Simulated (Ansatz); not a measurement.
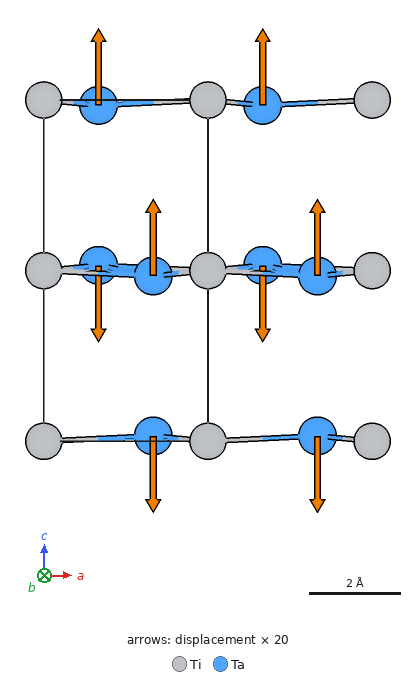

A relaxation of crystalline Ta2Ti (a generated structure, set up in P6_3/mmc) (coarse preliminary run). The starting structure is drawn; orange arrows show the displacements (the part carried along by the change of the cell is left out), 20 times their true length.

The picture is a ball-and-stick view of the cell of the calculation, repeated 2 × 1 × 1 with one cell outlined, seen along the b axis.

Computed with DFT PBE, scalar-relativistic, plane waves, PAW (Ansatz).

The input:
```yaml
crystal:
  lattice:
    - [4.18957603, 0.0, 0.0]
    - [-2.09478802, 3.62827928, 0.0]
    - [0.0, 0.0, 7.53913887]
  atoms:
    - { symbol: Ti, position: [0.0, 0.0, 0.0] }
    - { symbol: Ti, position: [0.0, 0.0, 0.5] }
    - { symbol: Ta, position: [0.33333333, 0.66666667, 0.51566289] }
    - { symbol: Ta, position: [0.66666667, 0.33333333, 0.01566289] }
    - { symbol: Ta, position: [0.66666667, 0.33333333, 0.48433711] }
    - { symbol: Ta, position: [0.33333333, 0.66666667, 0.98433711] }
basis:
  ecutwfc: 420
kpoints:
  mp_grid: { grid: [6, 6, 2] }
hamiltonian:
  xc: pbe
scf:
  occupations: { method: gaussian, width: 0.1 }
  lower_state_search: "off"
output:
  forces: true
  stress: true
  eigenvalues: true
relax:
  adjacent_minimum: "off"
  f_tol: 0.04
  max_steps: 70
  cell: { stress_tol: 0.4 }
```

Launched with:
```bash
ansatz run input.yaml --threads 1 --pin off --max-ram 2560MiB --backend cpu --events-out ev --progress --plain --runs-dir out
```

> Atoms of which element are displaced furthest, and by how much?

Tantalum: up to 0.086 Å, against 0.000 Å for titanium.

> What happened in the run?

The largest moves relative to the cell, 0.086 Å, are those of Ta3, Ta4, Ta5 and Ta6. Ta4 goes along −c. Ti stays in place. The drawn cell changes as follows: a = b 4.190 → 4.883 Å (+16.6 %), c 7.539 → 5.480 Å (−27.3 %); the volume changes by −1.2 %. Near-neighbour distances that change, for instance: Ta3–Ta6 4.006 → 2.740 Å, Ti1–Ti2 3.770 → 2.740 Å, Ta3–Ta6 (another image) 3.533 → 2.740 Å, Ti1–Ta4 2.422 → 2.819 Å. New bonds form, among them: Ta3–Ta6 (3.53 → 2.74 Å), Ta3–Ta6 (4.01 → 2.74 Å), Ta4–Ta5 (3.53 → 2.74 Å), Ta4–Ta5 (4.01 → 2.74 Å). Bond angles that change, for instance: Ti1–Ta4–Ta6 171.6° → 180.0°. The space group (tolerance 0.01 Å) goes from P6_3/mmc (No. 194) to P6/mmm (No. 191). After 9 accepted moves (11 points after the start) the energy has fallen by 1875 meV per atom. Largest force component: 0.089 eV/Å at the start, 0.0015 eV/Å at the end. Pressure: 40.60 GPa at the start and −0.07 GPa at the end. The SCF was repeated twice at an unchanged geometry on a basis and grid sized afresh for the cell, which shifted the energy by 8.4 meV per atom at most.

Limits of the set-up: the k-point mesh is coarse for a cell with partly filled bands.
